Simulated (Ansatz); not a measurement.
# CH₇AlSi: single points with varied inputs

How do the results and run time of CH₇AlSi respond when the settings are drawn wide?

Method: the settings change from run to run; program: Ansatz 0.2.0, Gaussian basis.

## Step 1: The molecule

The structure was relaxed beforehand with PBE0-D4 in a triple-zeta def2 set.

SMILES `C[SiH2][AlH2]`, 10 atoms, charge 0, spin multiplicity 1.

Atoms are counted from 1 here; the program's logs count them from 0.

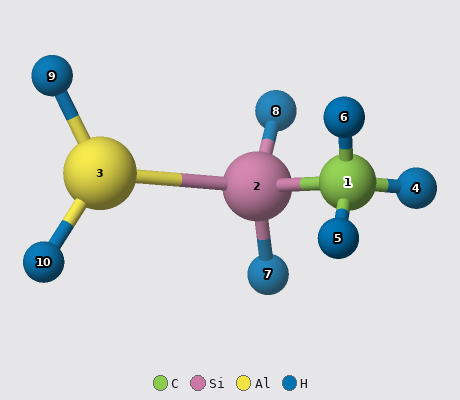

The geometry (carbon green, silicon pink, aluminium yellow, hydrogen blue); atoms are numbered from 1 in the order of the file.

## Step 2: wB97/aug-cc-pVDZ

Set apart from the defaults: atoms shaken by 0.03 Å, the search for lower states set to full.

Contents of in.yaml:

```yaml
crystal:
  periodic: [false, false, false]
  atoms:
    - {symbol: C, position_ang: [-1.171870, 0.704526, -0.746423]}
    - {symbol: Si, position_ang: [-0.070782, -0.743120, -0.322980]}
    - {symbol: Al, position_ang: [1.697754, -0.106361, 1.261291]}
    - {symbol: H, position_ang: [-1.971529, 0.383567, -1.401185]}
    - {symbol: H, position_ang: [-0.623927, 1.490600, -1.189388]}
    - {symbol: H, position_ang: [-1.683368, 1.145660, 0.114604]}
    - {symbol: H, position_ang: [0.503039, -1.307151, -1.549500]}
    - {symbol: H, position_ang: [-0.939029, -1.851998, 0.274905]}
    - {symbol: H, position_ang: [1.434269, -0.251373, 2.866655]}
    - {symbol: H, position_ang: [3.096295, 0.478253, 0.739387]}
basis:
  gaussian: {orbitals: aug-cc-pVDZ}
hamiltonian: {xc: {name: wB97}}
scf: {lower_state_search: full}
output: {forces: true}
```

Launch:

```sh
$ ansatz run in.yaml --threads 2 --pin off --events-out ev --progress --plain --max-ram 4352MiB
```

The program printed, shortened:

```text
Functional definition: wB97
  name "wB97"
  cite "Chai & Head-Gordon, J. Chem. Phys. 128, 084106 (2008) doi:10.1063/1.2834918"
  cite "Becke, J. Chem. Phys. 107, 8554 (1997) doi:10.1063/1.475007"
[...]
  # The coefficients of nought are those of the uniform gas.
[...]
      + integral(e_c_pw_opposite_spin*poly(b97_u_opposite, 1, cos1, cos2, cos3, cos4))
1347 factors; their error is unknown
755 factors; integrals over basis functions are off by at most 1.4e-5 eV
[...]
mean field -15624.23297835 eV, -574.1799714688 hartree, gradient 6.5e-5 eV, S^2 0.000000; 0 other end points of the search recorded, 0 dependent functions left out
[...]
reference -15624.23295513 eV, -574.1799706155 hartree; 20, 20 occupied and 120, 120 virtual orbitals, 1347 factors
Total energy: -15624.23295513 eV, -574.1799706155 hartree
Atom 0 at    -1.171870     0.704526    -0.746423 Å, force    -0.896163    -0.558957     0.840046 eV/Å
Atom 1 at    -0.070782    -0.743120    -0.322980 Å, force    -0.186159    -0.537493     1.019009 eV/Å
Atom 2 at     1.697754    -0.106361     1.261291 Å, force    -0.000431    -0.055485     0.403707 eV/Å
Atom 3 at    -1.971529     0.383567    -1.401185 Å, force    -0.328848    -0.109051    -0.594410 eV/Å
Atom 4 at    -0.623927     1.490600    -1.189388 Å, force     0.825854     1.193546    -0.926608 eV/Å
Atom 5 at    -1.683368     1.145660     0.114604 Å, force     0.054214    -0.076918     0.372639 eV/Å
Atom 6 at     0.503039    -1.307151    -1.549500 Å, force     0.253247    -0.195951    -0.605153 eV/Å
Atom 7 at    -0.939029    -1.851998     0.274905 Å, force     0.247828     0.305066    -0.135814 eV/Å
Atom 8 at     1.434269    -0.251373     2.866655 Å, force     0.135892     0.074211    -0.470543 eV/Å
Atom 9 at     3.096295     0.478253     0.739387 Å, force    -0.105433    -0.038968     0.097125 eV/Å
Dipole moment:    -0.091101     0.124116    -0.082434 e Å
```

Run time: 14 s. Hardware: 2 threads of Intel Xeon Platinum 8259CL at 2.50GHz, shared host.

Largest force 1.722 eV/Å, dipole 0.84 D.

## Step 3: r2SCAN50/cc-pVTZ

Contents of in.yaml:

```yaml
crystal:
  periodic: [false, false, false]
  atoms:
    - {symbol: C, position_ang: [-1.221286, 0.707112, -0.748259]}
    - {symbol: Si, position_ang: [-0.100403, -0.747060, -0.306202]}
    - {symbol: Al, position_ang: [1.679258, -0.115928, 1.274173]}
    - {symbol: H, position_ang: [-1.995604, 0.390452, -1.450351]}
    - {symbol: H, position_ang: [-0.651864, 1.514398, -1.214007]}
    - {symbol: H, position_ang: [-1.713706, 1.107572, 0.140571]}
    - {symbol: H, position_ang: [0.492808, -1.292136, -1.564652]}
    - {symbol: H, position_ang: [-0.941449, -1.840730, 0.267453]}
    - {symbol: H, position_ang: [1.452977, -0.204331, 2.847189]}
    - {symbol: H, position_ang: [3.082370, 0.429549, 0.757185]}
basis:
  gaussian: {orbitals: cc-pVTZ}
hamiltonian: {xc: {name: r2SCAN50}}
output: {forces: true}
```

Same command.

The program printed, shortened:

```text
Functional definition: r2SCAN50
  name "r2SCAN50"
  cite "Bursch, Neugebauer, Ehlert & Grimme, J. Chem. Phys. 156, 134105 (2022) doi:10.1063/5.0086040"
  cite "Furness, Kaplan, Ning, Perdew & Sun, J. Phys. Chem. Lett. 11, 8208 (2020) doi:10.1021/acs.jpclett.0c02405"
  cite "Furness, Kaplan, Ning, Perdew & Sun, J. Phys. Chem. Lett. 11, 9248 (2020) doi:10.1021/acs.jpclett.0c03077"
  parent r2scan
[...]
1220 factors; their error is unknown
[...]
mean field -15623.44183037 eV, -574.1508973167 hartree, gradient 7.5e-5 eV, S^2 0.000000; 0 other end points of the search recorded, 0 dependent functions left out
[...]
reference -15623.44183961 eV, -574.1508976564 hartree; 20, 20 occupied and 176, 176 virtual orbitals, 1220 factors
Total energy: -15623.44183961 eV, -574.1508976564 hartree
Atom 0 at    -1.221286     0.707112    -0.748259 Å, force    -0.120601     0.141556    -0.052336 eV/Å
Atom 1 at    -0.100403    -0.747060    -0.306202 Å, force    -0.079401    -0.048002    -0.077189 eV/Å
Atom 2 at     1.679258    -0.115928     1.274173 Å, force     0.064242     0.026907     0.057958 eV/Å
Atom 3 at    -1.995604     0.390452    -1.450351 Å, force     0.230834     0.099476     0.211023 eV/Å
Atom 4 at    -0.651864     1.514398    -1.214007 Å, force    -0.171736    -0.240162     0.137699 eV/Å
Atom 5 at    -1.713706     1.107572     0.140571 Å, force     0.144984    -0.118565    -0.266317 eV/Å
Atom 6 at     0.492808    -1.292136    -1.564652 Å, force    -0.065841     0.059837     0.138575 eV/Å
Atom 7 at    -0.941449    -1.840730     0.267453 Å, force     0.092544     0.120214    -0.063304 eV/Å
Atom 8 at     1.452977    -0.204331     2.847189 Å, force     0.022537     0.006518    -0.132838 eV/Å
Atom 9 at     3.082370     0.429549     0.757185 Å, force    -0.117563    -0.047779     0.046727 eV/Å
Dipole moment:    -0.098518     0.106476    -0.044935 e Å
```

It took 9.5 s on 2 threads of Intel Xeon Platinum 8259CL at 2.50GHz, shared host; peak memory 0.46 GiB.

Largest force 0.328 eV/Å, dipole 0.73 D.

## Step 4: BLYP/6-31++G**

This run has D3(BJ) dispersion.

Edit in.yaml of step 3 so:

```diff
@@ -14,4 +14,3 @@
 basis:
-  gaussian: {orbitals: cc-pVTZ}
-hamiltonian: {xc: {name: r2SCAN50}}
-output: {forces: true}
+  gaussian: {orbitals: "6-31++G**"}
+hamiltonian: {xc: {name: BLYP}, dispersion: d3bj}
```

The command is unchanged.

The program printed:

```text
Functional definition: BLYP
  name "BLYP"
  cite "Becke, Phys. Rev. A 38, 3098 (1988) doi:10.1103/PhysRevA.38.3098"
  cite "Lee, Yang & Parr, Phys. Rev. B 37, 785 (1988) doi:10.1103/PhysRevB.37.785"
  parameter beta = 0.0042
  parameter a = 0.04918
  parameter b = 0.132
  parameter c = 0.2533
  parameter d = 0.349
  exchange = b88_x(beta = beta)
  correlation = lyp_c(a = a, b = b, c = c, d = d)
1094 factors; their error is unknown
mean field evaluation 1: about -15611.9612 eV, gradient 6.7e1 eV
mean field evaluation 2: about -15574.8235 eV, gradient 1.1e2 eV
mean field evaluation 4: about -15623.2813 eV, gradient 6.5e0 eV
mean field evaluation 8: about -15623.3675 eV, gradient 1.7e-1 eV
mean field evaluation 16: about -15623.3675 eV, gradient 1.7e-5 eV
mean field -15623.36752445 eV, -574.1481666247 hartree, gradient 1.7e-5 eV, S^2 0.000000; 0 other end points of the search recorded, 0 dependent functions left out
reference -15623.36799806 eV, -574.1481840294 hartree; 20, 20 occupied and 87, 87 virtual orbitals, 1094 factors
Total energy: -15623.75934782 eV, -574.1625658678 hartree
```

Run time: 2.7 s. Hardware: 2 threads of Intel Xeon Platinum 8259CL at 2.50GHz, shared host.

## Step 5: PBE/def2-TZVPP

Options: atoms shaken by 0.08 Å.

Contents of in.yaml:

```yaml
crystal:
  periodic: [false, false, false]
  atoms:
    - {symbol: C, position_ang: [-1.046739, 0.635968, -0.808912]}
    - {symbol: Si, position_ang: [-0.224505, -0.775872, -0.229431]}
    - {symbol: Al, position_ang: [1.701621, -0.162157, 1.442089]}
    - {symbol: H, position_ang: [-1.873484, 0.371304, -1.429779]}
    - {symbol: H, position_ang: [-0.763639, 1.462239, -1.254848]}
    - {symbol: H, position_ang: [-1.756509, 0.980090, 0.114543]}
    - {symbol: H, position_ang: [0.483825, -1.429808, -1.560232]}
    - {symbol: H, position_ang: [-0.889973, -1.875970, 0.289433]}
    - {symbol: H, position_ang: [1.384196, -0.232370, 2.816297]}
    - {symbol: H, position_ang: [3.067878, 0.265312, 0.805321]}
basis:
  gaussian: {orbitals: def2-TZVPP}
hamiltonian: {xc: {name: PBE}}
```

Launched as before.

The program printed:

```text
Functional definition: PBE
  name "PBE"
  cite "Perdew, Burke & Ernzerhof, Phys. Rev. Lett. 77, 3865 (1996) doi:10.1103/PhysRevLett.77.3865"
  parent pbe
  parameter kappa = 0.804
  parameter beta = 0.06672455060314922
  exchange = pbe_x(kappa = kappa, mu = beta*pi^2/3)
  correlation = pbe_c(beta = beta)
1150 factors; their error is unknown
mean field evaluation 1: about -15604.0117 eV, gradient 6.6e1 eV
mean field evaluation 2: about -15575.8516 eV, gradient 1.1e2 eV
mean field evaluation 4: about -15614.4421 eV, gradient 7.2e0 eV
mean field evaluation 8: about -15614.5984 eV, gradient 1.5e-1 eV
mean field evaluation 16: about -15614.5724 eV, gradient 1.7e-4 eV
mean field -15614.57235609 eV, -573.8249501491 hartree, gradient 5.0e-5 eV, S^2 0.000000; 0 other end points of the search recorded, 0 dependent functions left out
reference -15614.57240810 eV, -573.8249520603 hartree; 20, 20 occupied and 193, 193 virtual orbitals, 1150 factors
Total energy: -15614.57240810 eV, -573.8249520603 hartree
```

Wall time 3.5 s (2 threads of Intel Xeon Platinum 8259CL at 2.50GHz, shared host).

## Step 6: PBE0-DH/x2c-TZVPPall

Contents of in.yaml:

```yaml
crystal:
  periodic: [false, false, false]
  atoms:
    - {symbol: C, position_ang: [-1.221286, 0.707112, -0.748259]}
    - {symbol: Si, position_ang: [-0.100403, -0.747060, -0.306202]}
    - {symbol: Al, position_ang: [1.679258, -0.115928, 1.274173]}
    - {symbol: H, position_ang: [-1.995604, 0.390452, -1.450351]}
    - {symbol: H, position_ang: [-0.651864, 1.514398, -1.214007]}
    - {symbol: H, position_ang: [-1.713706, 1.107572, 0.140571]}
    - {symbol: H, position_ang: [0.492808, -1.292136, -1.564652]}
    - {symbol: H, position_ang: [-0.941449, -1.840730, 0.267453]}
    - {symbol: H, position_ang: [1.452977, -0.204331, 2.847189]}
    - {symbol: H, position_ang: [3.082370, 0.429549, 0.757185]}
basis:
  gaussian: {orbitals: x2c-TZVPPall}
hamiltonian: {xc: {name: PBE0-DH}}
```

Same command.

The program printed, shortened:

```text
Functional definition: PBE0-DH
  name "PBE0-DH"
  cite "Brémond & Adamo, J. Chem. Phys. 135, 024106 (2011) doi:10.1063/1.3604569"
  cite "Perdew, Burke & Ernzerhof, Phys. Rev. Lett. 77, 3865 (1996) doi:10.1103/PhysRevLett.77.3865"
[...]
1196 factors; integrals over basis functions are off by at most 1.5e-3 eV
[...]
mean field -15644.20743304 eV, -574.9140191396 hartree, gradient 8.8e-6 eV, S^2 0.000000; 0 other end points of the search recorded, 0 dependent functions left out
11 core orbitals not correlated: weight in the atoms' cores, before any rotation towards them, 1.000 or more for the frozen orbitals, at most 0.000 for the correlated occupied ones
reference -15644.20745892 eV, -574.9140200907 hartree; 9, 9 occupied and 193, 193 virtual orbitals, 1196 factors
second order -13.19274686 eV of doubles, -0.00000000 eV of singles
Total energy: -15645.85655228 eV, -574.9746231537 hartree
Relativity: scalar
```

It took 9 s on 2 threads of Intel Xeon Platinum 8259CL at 2.50GHz, shared host; peak memory 0.45 GiB.

## Step 7: PBE0/def2-mTZVPP

Edit in.yaml of step 6 so:

```diff
@@ -14,3 +14,4 @@
 basis:
-  gaussian: {orbitals: x2c-TZVPPall}
-hamiltonian: {xc: {name: PBE0-DH}}
+  gaussian: {orbitals: def2-mTZVPP}
+hamiltonian: {xc: {name: PBE0}}
+output: {forces: true}
```

The command is unchanged.

The program printed, shortened:

```text
Functional definition: PBE0
  name "PBE0"
  cite "Adamo & Barone, J. Chem. Phys. 110, 6158 (1999) doi:10.1063/1.478522"
  cite "Perdew, Burke & Ernzerhof, Phys. Rev. Lett. 77, 3865 (1996) doi:10.1103/PhysRevLett.77.3865"
  parent pbe
[...]
966 factors; integrals over basis functions are off by at most 1.6e-3 eV
[...]
mean field -15617.79119420 eV, -573.9432402677 hartree, gradient 1.6e-5 eV, S^2 0.000000; 0 other end points of the search recorded, 0 dependent functions left out
[...]
reference -15617.79123277 eV, -573.9432416851 hartree; 20, 20 occupied and 83, 83 virtual orbitals, 966 factors
Total energy: -15617.79123277 eV, -573.9432416851 hartree
Atom 0 at    -1.221286     0.707112    -0.748259 Å, force    -0.034017     0.048661    -0.012359 eV/Å
Atom 1 at    -0.100403    -0.747060    -0.306202 Å, force     0.060146    -0.100350     0.016502 eV/Å
Atom 2 at     1.679258    -0.115928     1.274173 Å, force    -0.005429     0.002241    -0.003951 eV/Å
Atom 3 at    -1.995604     0.390452    -1.450351 Å, force    -0.021213     0.004233    -0.015179 eV/Å
Atom 4 at    -0.651864     1.514398    -1.214007 Å, force    -0.001131     0.021038    -0.012373 eV/Å
Atom 5 at    -1.713706     1.107572     0.140571 Å, force    -0.017589     0.014986     0.008610 eV/Å
Atom 6 at     0.492808    -1.292136    -1.564652 Å, force    -0.011107     0.000122     0.012388 eV/Å
Atom 7 at    -0.941449    -1.840730     0.267453 Å, force     0.008253     0.007337    -0.011948 eV/Å
Atom 8 at     1.452977    -0.204331     2.847189 Å, force     0.012399     0.001289     0.007479 eV/Å
Atom 9 at     3.082370     0.429549     0.757185 Å, force     0.009688     0.000442     0.010830 eV/Å
Dipole moment:    -0.090295     0.101151    -0.040166 e Å
```

Wall time 3.4 s (2 threads of Intel Xeon Platinum 8259CL at 2.50GHz, shared host).

Largest force 0.118 eV/Å, dipole 0.68 D.

## Step 8: PBE-QIDH/cc-pVDZ

Edit in.yaml of step 7 so:

```diff
@@ -14,4 +14,3 @@
 basis:
-  gaussian: {orbitals: def2-mTZVPP}
-hamiltonian: {xc: {name: PBE0}}
-output: {forces: true}
+  gaussian: {orbitals: cc-pVDZ}
+hamiltonian: {xc: {name: PBE-QIDH}}
```

Same command.

The program printed, shortened:

```text
Functional definition: PBE-QIDH
  name "PBE-QIDH"
  cite "Brémond, Sancho-García, Pérez-Jiménez & Adamo, J. Chem. Phys. 141, 031101 (2014) doi:10.1063/1.4890314"
  cite "Perdew, Burke & Ernzerhof, Phys. Rev. Lett. 77, 3865 (1996) doi:10.1103/PhysRevLett.77.3865"
[...]
795 factors; integrals over basis functions are off by at most 8.9e-4 eV
[...]
mean field -15608.30998589 eV, -573.5948122888 hartree, gradient 7.9e-6 eV, S^2 0.000000; 0 other end points of the search recorded, 0 dependent functions left out
11 core orbitals not correlated: weight in the atoms' cores, before any rotation towards them, 1.000 or more for the frozen orbitals, at most 0.000 for the correlated occupied ones
reference -15608.31000033 eV, -573.5948128195 hartree; 9, 9 occupied and 65, 65 virtual orbitals, 795 factors
second order -9.88479280 eV of doubles, -0.00000000 eV of singles
Total energy: -15611.60493126 eV, -573.7158992979 hartree
```

Run time: 3.4 s. Hardware: 2 threads of Intel Xeon Platinum 8259CL at 2.50GHz, shared host.

## Step 9: wPBEh/6-31G*

Set apart from the defaults: high accuracy.

Edit in.yaml of step 8 so:

```diff
@@ -14,3 +14,4 @@
 basis:
-  gaussian: {orbitals: cc-pVDZ}
-hamiltonian: {xc: {name: PBE-QIDH}}
+  gaussian: {orbitals: "6-31G*"}
+hamiltonian: {xc: {name: wPBEh}}
+accuracy: high
```

Launched as before.

The program printed, shortened:

```text
Functional definition: wPBEh
  name "wPBEh"
  cite "Heyd, Scuseria & Ernzerhof, J. Chem. Phys. 118, 8207 (2003) doi:10.1063/1.1564060"
  cite "Krukau, Vydrov, Izmaylov & Scuseria, J. Chem. Phys. 125, 224106 (2006) doi:10.1063/1.2404663"
  cite "Heyd & Scuseria, J. Chem. Phys. 120, 7274 (2004) doi:10.1063/1.1668634"
  cite "Ernzerhof & Perdew, J. Chem. Phys. 109, 3313 (1998) doi:10.1063/1.476928"
  cite "Perdew, Burke & Ernzerhof, Phys. Rev. Lett. 77, 3865 (1996) doi:10.1103/PhysRevLett.77.3865"
  parent pbe
[...]
1540 factors; integrals over basis functions are off by at most 3.7e-9 eV
118 factors; integrals over basis functions are off by at most 1.3e-9 eV
[...]
mean field -15617.22773971 eV, -573.9225336972 hartree, gradient 8.5e-8 eV, S^2 0.000000; 0 other end points of the search recorded, 0 dependent functions left out
reference -15617.22774428 eV, -573.9225338653 hartree; 20, 20 occupied and 47, 47 virtual orbitals, 1540 factors
Total energy: -15617.22774428 eV, -573.9225338653 hartree
```

Run time: 4.8 s. Hardware: 2 threads of Intel Xeon Platinum 8259CL at 2.50GHz, shared host.

## Step 10: The runs in one table

| level | charge | multiplicity | geometry | functions | energy (eV) | time |
| --- | --- | --- | --- | --- | --- | --- |
| wB97/aug-cc-pVDZ | 0 | 1 | shaken | 140 | -15624.233 | 14 s |
| r2SCAN50/cc-pVTZ | 0 | 1 | relaxed | 196 | -15623.442 | 9.5 s |
| BLYP/6-31++G** | 0 | 1 | relaxed | 107 | -15623.759 | 2.7 s |
| PBE/def2-TZVPP | 0 | 1 | shaken | 213 | -15614.572 | 3.5 s |
| PBE0-DH/x2c-TZVPPall | 0 | 1 | relaxed | 213 | -15645.857 | 9 s |
| PBE0/def2-mTZVPP | 0 | 1 | relaxed | 103 | -15617.791 | 3.4 s |
| PBE-QIDH/cc-pVDZ | 0 | 1 | relaxed | 85 | -15611.605 | 3.4 s |
| wPBEh/6-31G* | 0 | 1 | relaxed | 67 | -15617.228 | 4.8 s |

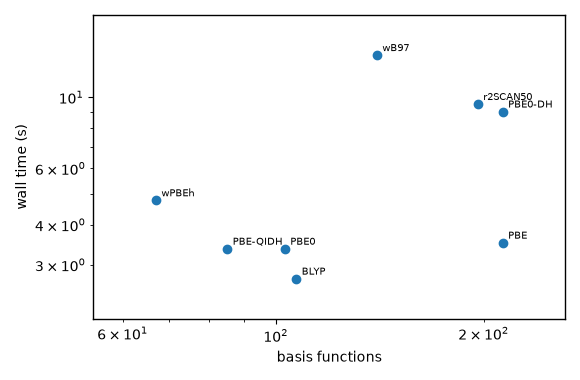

Wall time against the number of basis functions (shared host).

## Step 11: What came out

| quantity | value |
| --- | --- |
| runs | 8 |
| quickest | BLYP/6-31++G**, 2.7 s |
| slowest | wB97/aug-cc-pVDZ, 14 s |
| spread of total energies, same state and geometry | 34.3 eV |
| dipole, same state and geometry | 0.68 to 0.73 D |

What this shows: Run time spans a factor of 5, from BLYP/6-31++G** to wB97/aug-cc-pVDZ. The jobs differ in tasks and options as well as level. Total energies at one charge and spin differ by 34 eV between levels, so only differences within one level mean anything. Some of these runs are scalar-relativistic and others not, which shifts the totals of all-electron atoms past neon by eV; core potentials, where a basis has them, take the core out of the total altogether. At the PBE0-D4/def2-TZVP geometry and in the same state, runs without warnings or point charges leave forces up to 0.33 eV/Å (r2SCAN50/cc-pVTZ), against 1.7 eV/Å where the atoms were moved.
